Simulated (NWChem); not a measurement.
# A workflow on the pair BNH2Cl2···SOF2

Aim: the energy (singlet BNH2SCl2OF2, M06-2X-D3(0)/pcseg-1), then the energy (singlet BNH2Cl2, M06-2X-D3(0)/pcseg-1), then a single-point energy (singlet SOF2, M06-2X-D3(0)/pcseg-1), then a single-point energy (singlet BNH2Cl2, M06-2X-D3(0)/pcseg-1), then a single-point energy (singlet SOF2, M06-2X-D3(0)/pcseg-1) of BCl2F2H2NOS and its partners. 

Program for the calculation: NWChem 7.3.0.

## 1. The structure to begin with

BNH2SCl2OF2: 10 atoms, total charge 0, spin state singlet. The two molecules were placed rigidly side by side, at 1.3 times their contact distance; the pair isn't optimised.

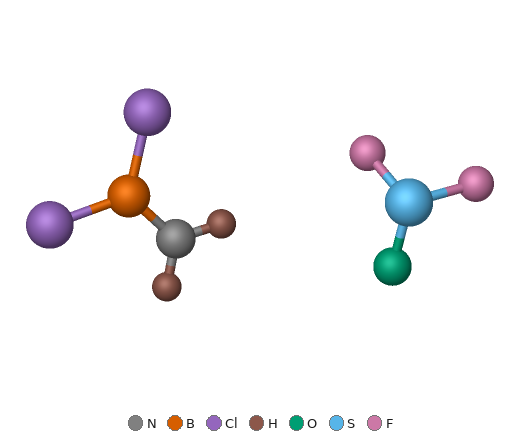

The structure, seen from a chosen angle (nitrogen grey, boron orange, chlorine purple, hydrogen brown, oxygen teal, sulfur blue, fluorine pink).

## 2. The energy at M06-2X-D3(0)/pcseg-1 (run 1)

m1.nw reads:

```
start m1
title "BCl2F2H2NOS energy"
memory total 2200 mb
charge 0

geometry units angstroms noautosym nocenter noautoz
  N        0.472470       0.548150       0.360930
  B       -0.336030      -0.389850      -0.256670
  Cl      -2.045230      -0.054850      -0.517270
  Cl       0.335870      -1.928450      -0.788570
  H        1.451270       0.389350       0.525030
  H        0.121670       1.435650       0.676530
  O        4.780450       1.685540       1.769870
  S        5.324900       0.563770       1.092660
  F        4.726930      -0.724280       1.803100
  F        6.772800       0.330280       1.701340
end

basis "ao basis" spherical bse
  * library pcseg-1
end

dft
  xc m06-2x
  disp vdw 3
  grid fine
  convergence energy 1e-08
  maxiter 100
  mulliken
  print low
end

task dft energy
```

Run with:

```sh
$ nwchem m1.nw > m1.out
```

The log of the run:

```text
[...]
 d= 0,ls=0.0,diis     1  -1673.8856222667 -2.22D+03  1.44D-02  1.82D+00     3.0
[...]
 d= 0,ls=0.0,diis    11  -1674.0991424970 -4.27D-09  3.19D-07  2.99D-09    26.0
         Total DFT energy =    -1674.099142496974
      One electron energy =    -3397.441065235006
           Coulomb energy =     1300.639702958132
    Exchange-Corr. energy =     -123.394427057572
 Nuclear repulsion energy =      546.096913382623
    Dispersion correction =       -0.000266545151
[...]
      Total Density - Mulliken Population Analysis
     ---------------------------------------------
    Atom       Charge   Shell Charges
 -----------   ------   -------------------------------------------------------
    1 N    7     7.38   2.00  0.81  0.57  2.55  1.45  0.01
    2 B    5     4.56   1.99  0.66  0.06  1.55  0.21  0.08
    3 Cl  17    17.25   2.00  1.99  1.22  0.73  5.99  3.85  1.43  0.03
    4 Cl  17    17.25   2.00  1.99  1.22  0.73  5.99  3.85  1.43  0.03
    5 H    1     0.79   0.71  0.04  0.04
    6 H    1     0.78   0.71  0.03  0.04
    7 O    8     8.41   2.00  0.93  0.90  2.89  1.67  0.03
    8 S   16    14.96   2.00  2.00  1.29  0.46  5.99  2.49  0.21  0.53
    9 F    9     9.32   2.00  0.96  0.99  3.41  1.96  0.01
   10 F    9     9.31   2.00  0.96  0.99  3.41  1.95  0.01
[...]
```

Wall time 27 s (1 thread of AMD EPYC 9R14 (Zen 4), shared host); peak memory 0.13 GiB.

## 3. BNH2Cl2: a single-point energy at M06-2X-D3(0)/pcseg-1 (run 2)

struct.nw reads:

```
start struct
title "BCl2H2N M06-2X"
memory 2200 mb
geometry units angstroms noautosym nocenter noautoz
 N      0.472470     0.548150     0.360930
 B     -0.336030    -0.389850    -0.256670
 Cl    -2.045230    -0.054850    -0.517270
 Cl     0.335870    -1.928450    -0.788570
 H      1.451270     0.389350     0.525030
 H      0.121670     1.435650     0.676530
end
basis spherical bse
 * library pcseg-1
end
dft
 xc m06-2x
 mult 1
 disp vdw 3
 grid fine
 convergence energy 1e-08
 iterations 100
 mulliken
 noprint "final vectors analysis"
end
task dft energy
```

Run with:

```sh
$ nwchem struct.nw > struct.out
```

The log of the run:

```text
[...]
          Wavefunction type:  closed shell.
          No. of atoms     :     6
          No. of electrons :    48
[...]
          Charge           :     0
          Spin multiplicity:     1
[...]
          AO basis - number of functions:    74
[...]
              XC Information
              --------------
                       M06-2X Method XC Functional
                     Hartree-Fock (Exact) Exchange  0.540
                        M06-2X Exchange Functional  1.000
                      M06-2X Correlation Potential  1.000
[...]
 d= 0,ls=0.0,diis     1  -1001.1753345578 -1.18D+03  1.03D-02  4.00D-01     1.2
[...]
 d= 0,ls=0.0,diis     9  -1001.2322698738 -4.64D-09  4.80D-07  2.86D-09     8.5
         Total DFT energy =    -1001.232269873804
      One electron energy =    -1742.321071044096
           Coulomb energy =      627.205749908053
    Exchange-Corr. energy =      -68.251301472964
 Nuclear repulsion energy =      182.134369951034
    Dispersion correction =       -0.000017215830
[...]
      Total Density - Mulliken Population Analysis
     ---------------------------------------------
    Atom       Charge   Shell Charges
 -----------   ------   -------------------------------------------------------
    1 N    7     7.38   2.00  0.81  0.57  2.55  1.45  0.01
    2 B    5     4.56   1.99  0.66  0.06  1.55  0.21  0.08
    3 Cl  17    17.25   2.00  1.99  1.22  0.73  5.99  3.85  1.43  0.03
    4 Cl  17    17.25   2.00  1.99  1.22  0.73  5.99  3.85  1.43  0.03
    5 H    1     0.78   0.71  0.03  0.04
    6 H    1     0.78   0.71  0.03  0.04
[...]
```

Run time: 9.3 s. Hardware: 1 thread of AMD EPYC 9R14 (Zen 4), shared host; peak memory 0.12 GiB.

## 4. SOF2: the energy at M06-2X-D3(0)/pcseg-1 (run 3)

a.nw reads:

```
start a
memory stack 880 mb heap 220 mb global 1100 mb
charge 0
geometry units angstrom noautosym nocenter noautoz
  O      4.780450     1.685540     1.769870
  S      5.324900     0.563770     1.092660
  F      4.726930    -0.724280     1.803100
  F      6.772800     0.330280     1.701340
end
basis "ao basis" spherical bse
  * library pcseg-1
end
dft
  xc m06-2x
  disp vdw 3
  grid fine
  convergence energy 1e-08
  maxiter 100
  mulliken
  print low
end
task dft energy
```

Run with:

```sh
$ nwchem a.nw > a.out
```

The log of the run:

```text
[...]
 d= 0,ls=0.0,diis     1   -672.7098912083 -8.67D+02  2.96D-02  1.42D+00     0.7
[...]
 d= 0,ls=0.0,diis     9   -672.8663431916 -7.00D-09  2.27D-06  2.40D-08     4.5
         Total DFT energy =     -672.866343191594
      One electron energy =    -1315.541345084335
           Coulomb energy =      503.889648138133
    Exchange-Corr. energy =      -55.144346977420
 Nuclear repulsion energy =      193.929701538779
    Dispersion correction =       -0.000000806751
[...]
      Total Density - Mulliken Population Analysis
     ---------------------------------------------
    Atom       Charge   Shell Charges
 -----------   ------   -------------------------------------------------------
    1 O    8     8.40   2.00  0.93  0.90  2.89  1.66  0.03
    2 S   16    14.97   2.00  2.00  1.29  0.46  5.99  2.49  0.21  0.53
    3 F    9     9.32   2.00  0.96  0.99  3.41  1.96  0.01
    4 F    9     9.32   2.00  0.96  0.99  3.41  1.96  0.01
[...]
```

It took 5.1 s on 1 thread of AMD EPYC 9R14 (Zen 4), shared host; peak memory 0.12 GiB.

## 5. BNH2Cl2 among ghost functions: the energy at M06-2X-D3(0)/pcseg-1 (with ghost functions) (run 4)

calc.nw reads:

```
START calc
TITLE "BCl2H2N"
memory 2200 mb
charge 0
GEOMETRY noautosym nocenter noautoz
  N     0.472470    0.548150    0.360930
  B    -0.336030   -0.389850   -0.256670
  Cl   -2.045230   -0.054850   -0.517270
  Cl    0.335870   -1.928450   -0.788570
  H     1.451270    0.389350    0.525030
  H     0.121670    1.435650    0.676530
  bqO      4.780450     1.685540     1.769870
  bqS      5.324900     0.563770     1.092660
  bqF      4.726930    -0.724280     1.803100
  bqF      6.772800     0.330280     1.701340
END
BASIS spherical bse
  N library pcseg-1
  B library pcseg-1
  Cl library pcseg-1
  H library pcseg-1
  bqO library O pcseg-1
  bqS library S pcseg-1
  bqF library F pcseg-1
END
DFT
  xc m06-2x
  disp vdw 3
  grid fine
  convergence energy 1e-08
  maxiter 100
  mulliken
  print low
END
TASK dft energy
```

Run with:

```sh
$ nwchem calc.nw > calc.out
```

The log of the run:

```text
[...]
 d= 0,ls=0.0,diis     1  -1001.1754258319 -1.18D+03  5.70D-03  4.00D-01     2.6
[...]
 d= 0,ls=0.0,diis     9  -1001.2323153698 -4.71D-09  2.66D-07  2.87D-09    20.2
         Total DFT energy =    -1001.232315369761
      One electron energy =    -1742.320966154711
           Coulomb energy =      627.205602189780
    Exchange-Corr. energy =      -68.251304140034
 Nuclear repulsion energy =      182.134369951034
    Dispersion correction =       -0.000017215830
[...]
      Total Density - Mulliken Population Analysis
     ---------------------------------------------
    Atom       Charge   Shell Charges
 -----------   ------   -------------------------------------------------------
    1 N    7     7.39   2.00  0.81  0.57  2.55  1.45  0.01
    2 B    5     4.56   1.99  0.66  0.06  1.55  0.21  0.08
    3 Cl  17    17.25   2.00  1.99  1.22  0.73  5.99  3.85  1.43  0.03
    4 Cl  17    17.25   2.00  1.99  1.22  0.73  5.99  3.85  1.43  0.03
    5 H    1     0.78   0.71  0.03  0.04
    6 H    1     0.78   0.71  0.03  0.04
    7 X    0    -0.00   0.00  0.00 -0.00  0.00 -0.00 -0.00
    8 X    0     0.00   0.00  0.00 -0.00  0.00 -0.00 -0.00  0.00 -0.00
    9 X    0    -0.00   0.00  0.00 -0.00 -0.00 -0.00 -0.00
   10 X    0    -0.00   0.00  0.00 -0.00 -0.00 -0.00 -0.00
[...]
```

It took 21 s on 1 thread of AMD EPYC 9R14 (Zen 4), shared host; peak memory 0.13 GiB.

## 6. SOF2 among ghost functions: a single-point energy at M06-2X-D3(0)/pcseg-1 (with ghost functions) (run 5)

struct.nw reads:

```
start struct
title "F2OS energy"
memory total 2200 mb

geometry noautosym nocenter noautoz
   O        4.780450       1.685540       1.769870
   S        5.324900       0.563770       1.092660
   F        4.726930      -0.724280       1.803100
   F        6.772800       0.330280       1.701340
   bqN      0.472470     0.548150     0.360930
   bqB     -0.336030    -0.389850    -0.256670
   bqCl    -2.045230    -0.054850    -0.517270
   bqCl     0.335870    -1.928450    -0.788570
   bqH      1.451270     0.389350     0.525030
   bqH      0.121670     1.435650     0.676530
end

basis spherical bse
   O library pcseg-1
   S library pcseg-1
   F library pcseg-1
   bqN library N pcseg-1
   bqB library B pcseg-1
   bqCl library Cl pcseg-1
   bqH library H pcseg-1
end

dft
   xc m06-2x
   mult 1
   disp vdw 3
   grid fine
   convergence energy 1e-08
   iterations 100
   mulliken
   print low
end

task dft
```

Run with:

```sh
$ nwchem struct.nw > struct.out
```

The log of the run:

```text
[...]
 d= 0,ls=0.0,diis     1   -672.7101593453 -8.67D+02  1.32D-02  1.42D+00     2.4
[...]
 d= 0,ls=0.0,diis     9   -672.8666112277 -6.61D-09  1.14D-06  2.74D-08    18.4
         Total DFT energy =     -672.866611227733
      One electron energy =    -1315.534769195809
           Coulomb energy =      503.882325447034
    Exchange-Corr. energy =      -55.143868210985
 Nuclear repulsion energy =      193.929701538779
    Dispersion correction =       -0.000000806751
[...]
      Total Density - Mulliken Population Analysis
     ---------------------------------------------
    Atom       Charge   Shell Charges
 -----------   ------   -------------------------------------------------------
    1 O    8     8.40   2.00  0.93  0.90  2.89  1.66  0.03
    2 S   16    14.96   2.00  2.00  1.29  0.46  5.99  2.49  0.21  0.53
    3 F    9     9.32   2.00  0.96  0.99  3.41  1.96  0.01
    4 F    9     9.32   2.00  0.96  0.99  3.41  1.96  0.01
    5 X    0    -0.00   0.00  0.00 -0.00 -0.00 -0.00 -0.00
    6 X    0    -0.00   0.00  0.00 -0.00 -0.00 -0.00 -0.00
    7 X    0    -0.00  -0.00 -0.00 -0.00 -0.00 -0.00 -0.00 -0.00 -0.00
    8 X    0     0.00  -0.00 -0.00  0.00 -0.00 -0.00 -0.00  0.00 -0.00
    9 X    0     0.00  -0.00  0.00 -0.00
   10 X    0    -0.00   0.00 -0.00 -0.00
[...]
```

It took 19 s on 1 thread of AMD EPYC 9R14 (Zen 4), shared host; peak memory 0.13 GiB.

## 7. Summary of results

```
                                                                                                                   quantity           value
                                                                                  run 1, M06-2X-D3(0)/pcseg-1: total energy  -1674.09914 Eh
                                                                             run 1, M06-2X-D3(0)/pcseg-1: dispersion energy    -0.70 kJ/mol
                                                                                                      BNH2Cl2: total energy  -1001.23227 Eh
                                                                                                     BNH2Cl2: dipole moment          3.25 D
                                                                                                 BNH2Cl2: dispersion energy    -0.05 kJ/mol
                                                                                                         SOF2: total energy   -672.86634 Eh
                                                                                                    SOF2: dispersion energy     0.00 kJ/mol
                                                                                BNH2Cl2 among ghost functions: total energy  -1001.23232 Eh
                                                                           BNH2Cl2 among ghost functions: dispersion energy    -0.05 kJ/mol
                                                                                   SOF2 among ghost functions: total energy   -672.86661 Eh
                                                                              SOF2 among ghost functions: dispersion energy     0.00 kJ/mol
              interaction energy of the rigid parts BNH2Cl2 and SOF2 (parts in their own basis; closest atoms 3.69 Å apart)       -0.014 eV
interaction energy of the rigid parts BNH2Cl2 and SOF2 (parts in the whole basis, counterpoise; closest atoms 3.69 Å apart)       -0.006 eV
```

In words: The interaction energy of the rigid parts BNH2Cl2 and SOF2 (parts in their own basis; closest atoms 3.69 Å apart) is −0.01 eV (−1.4 kJ/mol). Without counterpoise this holds the superposition error of the basis. The interaction energy of the rigid parts BNH2Cl2 and SOF2 (parts in the whole basis, counterpoise; closest atoms 3.69 Å apart) is −0.01 eV (−0.6 kJ/mol). The basis-set superposition error is 0.8 kJ/mol. Mulliken charges (SOF2) run from -0.40 on O1 to +1.03 on S2; they depend strongly on the basis.
